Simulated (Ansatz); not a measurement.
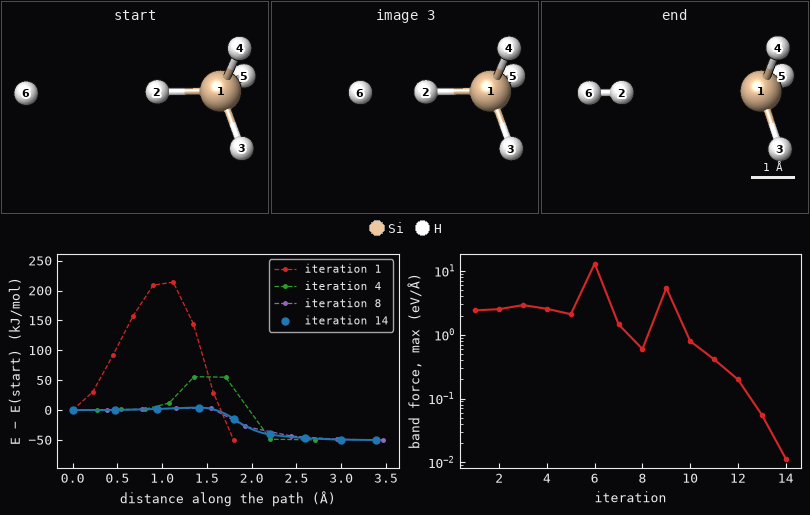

A search for the minimum-energy path of SiH5 (multiplicity 2), made up at the start of SiH4 and H by the nudged elastic band. Images are numbered from 0 (start) to 8 (end). The plot follows the band through its iterations. A ball-and-stick model, seen at a tilt.

These are results of Ansatz, UKS PBE/def2-SVP, not measurements. Settings: 7 movable images; climbing image; force threshold 0.05 eV/Å; iteration limit 60; starting path by straight interpolation.

### Did the band converge, and can the barrier be trusted?

The run is converged, with reservations. The band converged in 14 iterations. The largest component of the band force went from 2.4 to 0.011 eV/Å. The climbing image converged on the top of the path. Its curvatures weren't checked. The straight starting path can push atoms close together and costs iterations. The first iteration put the highest image at 214.1 kJ/mol. Forward barrier 4.2 kJ/mol, backward barrier 54.1 kJ/mol, with image 3 at the top; the reaction energy is −49.9 kJ/mol.

Limits of the set-up: the start holds two separate molecules, 3.1 Å apart at their closest, whose relative position is a soft coordinate and is computed without a dispersion correction.

The run took 100 s on 1 thread of Arm Neoverse V1 (shared host), peak memory 0.098 GiB.
